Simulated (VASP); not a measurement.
Band structure of Te (space group P2_12_12). Calculation: r2SCAN meta-GGA, VASP's PBE PAW potentials (set 64) (plane waves; VASP 6.6.1).

Unless said otherwise, spin-orbit coupling is left out, though it shifts the bands of the heavy elements here.

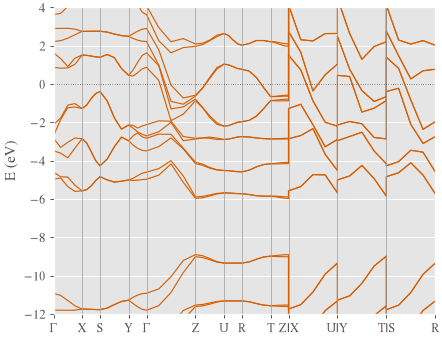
Bands along high-symmetry lines, zero at the valence-band maximum or, without a gap, the Fermi level

**Question.** Read the plot: is there a gap, and where are the band edges?

**Answer.** It has no gap at this level: it comes out as a metal or semimetal.

The structure comes from a computed database's Te entry (P2_12_12); how it stands against other phases isn't given here. It was relaxed first.
